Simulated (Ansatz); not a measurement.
# C₂H₂F₂O: how energies converge with the basis set

How large a basis does C₂H₂F₂O need? Two functionals are run in growing sets.

Computed with Ansatz 0.2.0, Gaussian basis. Level: one geometry, several basis sets.

Levels to be run: PBE0-D4/def2-SVP; ωB97M-V/def2-SVP; PBE0-D4/def2-QZVPP; ωB97M-V/def2-QZVPP; the functionals' def2-TZVPP values are taken from earlier runs.

### Step 1. The relaxed structure

The geometry comes from an earlier relaxation with PBE0-D4 in a triple-zeta def2 set; it is a stationary point, not always the lowest conformer.

SMILES `F[C@@H]1O[C@H]1F`, 7 atoms, charge 0, spin multiplicity 1.

Atoms are counted from 1 here; the program's logs count them from 0.

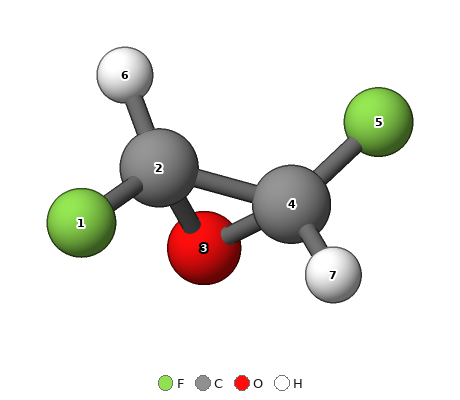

The structure; fluorine green, carbon grey, oxygen red, hydrogen white; atoms are numbered from 1 in the order of the file.

Coordinates:

```
atom    x (Å)    y (Å)    z (Å)
  F1   0.6079  -1.5117   0.8348
  C2   0.0320  -0.3111   0.6515
  O3  -1.0985  -0.3115  -0.1662
  C4   0.0513   0.3096  -0.6550
  F5  -0.0222   1.6471  -0.7659
  H6  -0.0325   0.2551   1.5761
  H7   0.5232  -0.1455  -1.5209
```

### Step 2. PBE0-D4 in def2-SVP

in.yaml

```yaml
crystal:
  periodic: [false, false, false]
  atoms:
    - {symbol: F, position_ang: [0.607872, -1.511712, 0.834792]}
    - {symbol: C, position_ang: [0.032041, -0.311147, 0.651495]}
    - {symbol: O, position_ang: [-1.098526, -0.311516, -0.166197]}
    - {symbol: C, position_ang: [0.051267, 0.309627, -0.655034]}
    - {symbol: F, position_ang: [-0.022198, 1.647111, -0.765858]}
    - {symbol: H, position_ang: [-0.032506, 0.255054, 1.576092]}
    - {symbol: H, position_ang: [0.523249, -0.145518, -1.520889]}
basis:
  gaussian: {orbitals: def2-SVP}
hamiltonian: {xc: pbe0, dispersion: d4}
output: {orbitals: {seedname: orbitals}}
```

On the command line:

```
ansatz run in.yaml --threads 4 --pin off --events-out ev --progress --plain --max-ram 10444MiB
```

The runs that follow: ωB97M-V in def2-SVP; PBE0-D4 in def2-QZVPP; ωB97M-V in def2-QZVPP.

**Question.** What will the summary of the whole plan be? Wanted: PBE0-D4: double and triple zeta above quadruple; ωB97M-V: double and triple zeta above quadruple.

As calculated:

| quantity | value |
| --- | --- |
| PBE0-D4: double and triple zeta above quadruple | 11.96, 0.50 eV |
| ωB97M-V: double and triple zeta above quadruple | 12.21, 0.47 eV |

PBE0-D4 gains 11.46 eV from double to triple zeta, then 0.50 eV more. Total energies overstate the basis error of differences, where much of it tends to cancel. The LUMO of ωB97M-V is positive and keeps falling with the basis (4.07 to 2.22 eV): an unbound level that the basis holds in place.
